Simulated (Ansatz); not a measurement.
Band structure of Rb (Im-3m, 1 atom in the cell).

```xyz
1
Lattice="-2.8250 2.8250 2.8250 2.8250 -2.8250 2.8250 2.8250 2.8250 -2.8250" Properties=species:S:1:pos:R:3 pbc="T T T"
Rb     0.0000     0.0000     0.0000
```

Method of the run: PBE (plane waves, PAW; Ansatz, an electronic-structure program).

Settings: kpoints.mp_grid.grid = 11 11 11; hamiltonian.xc = pbe; hamiltonian.pseudopotentials = {kind: paw} (the program's default PAW files); scf.occupations.method = fermi_dirac; scf.occupations.width = 0.05 eV; kpoints.band_path.npoints = 8.

The starting cell has typed, rounded lattice constants, without a prior relaxation at this level.

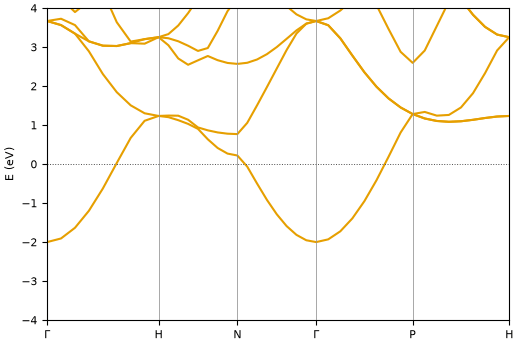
Fig. 1. Bands along the path, energies from the Fermi level.

Levels in eV from the Fermi level, bands 1 to 8:
```json
[
 {"point": "Γ", "1": "-28.91", "2": "-12.96", "3": "-12.96", "4": "-12.96", "5": "-2.00", "6": "3.67", "7": "3.67", "8": "3.67"},
 {"point": "H", "1": "-28.91", "2": "-13.03", "3": "-13.03", "4": "-13.03", "5": "1.23", "6": "1.23", "7": "3.25", "8": "3.25"},
 {"point": "N", "1": "-28.91", "2": "-13.05", "3": "-12.99", "4": "-12.96", "5": "0.22", "6": "0.77", "7": "2.57", "8": "4.25"},
 {"point": "P", "1": "-28.91", "2": "-13.00", "3": "-13.00", "4": "-13.00", "5": "1.28", "6": "1.28", "7": "1.28", "8": "2.60"}
]
```

Bands cross the Fermi level along this path, so the cell is metallic at this level.

Keys are those of Ansatz 0.2.
